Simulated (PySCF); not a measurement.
**C4H6GeN2O (SMILES [GeH3]/[CH]=C\c1ncon1): density, localisation and related maps**

Input

```
{"job": {"kind": "uv", "xc": "CAM-B3LYP", "basis": "def2-SVPD", "nstates": 8, "ntriplets": 3}, "charge": 0, "multiplicity": 1}
Ge     1.826214     0.799182     0.093667
C      1.364128    -1.092597    -0.046888
C      0.120291    -1.566486    -0.107369
C     -0.999066    -0.669244    -0.070002
N     -0.836035     0.690426     0.027984
C     -2.050465     1.127606     0.031752
O     -2.949959     0.157245    -0.055252
N     -2.259780    -1.011972    -0.121393
H      3.333796     0.818102     0.127146
H      1.358382     1.425732     1.357886
H      1.410938     1.594905    -1.091245
H      2.180459    -1.801944    -0.077902
H     -0.122276    -2.617731    -0.184969
H     -2.377305     2.146302     0.094419
```

Command:

```sh
OMP_NUM_THREADS=1 python probes_run.py task.json out
```

Geometry: GFN2-xTB.

Method: PySCF 2.14.0, CAM-B3LYP/def2-SVPD, SCF density, gas phase.

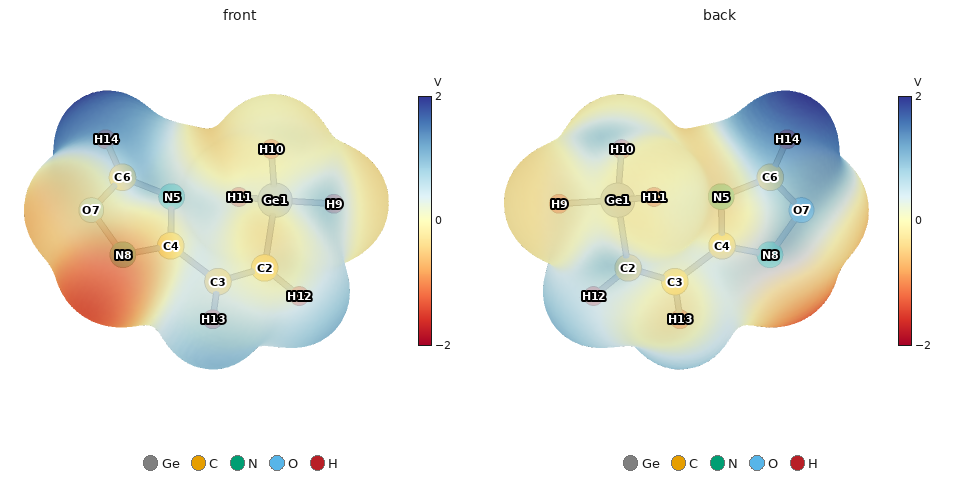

Figure 1. The electrostatic potential painted on the density surface at 0.002 e/bohr³, seen from the front and from behind; red is negative and blue positive.

### Describe the electrostatic potential map.

The most negative region (about −1.4 V, or −32 kcal/mol for a unit charge) lies over N8, the most positive (about +1.9 V, or +44 kcal/mol for a unit charge) over H14. N8 is the likeliest acceptor of a hydrogen bond.

### How polar is the molecule by this calculation?

Its dipole moment is 1.00 D.

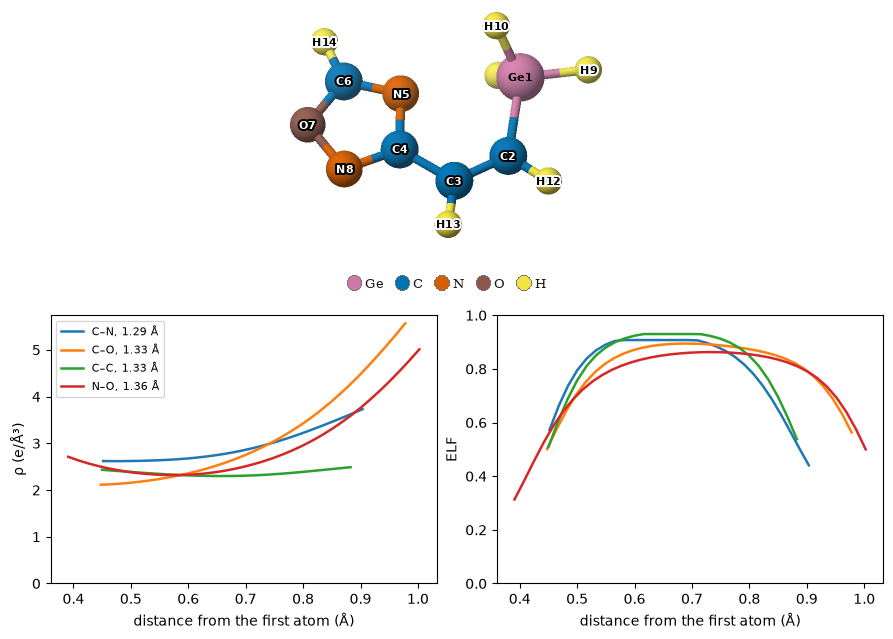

Figure 2. Electron density and ELF along straight lines between neighbouring atoms. The curves leave out the atomic cores. The structure is drawn too.

### What can be read from the curves?

C–N (1.29 Å): the density is about 2.7 e/Å³ at the midpoint; the ELF peaks at about 0.90 between the atoms: localised, covalent bonding.
C–O (1.33 Å): ρ is about 2.6 e/Å³ halfway; the ELF peaks at about 0.90 between the atoms (a shared but strongly polarised pair).
C–C (1.33 Å): ρ at the midpoint is about 2.3 e/Å³; the ELF peaks at about 0.95 between the atoms: a multiple bond.
N–O (1.36 Å): the density is about 2.5 e/Å³ at the midpoint; the ELF peaks at about 0.85 between the atoms; a shared electron pair.
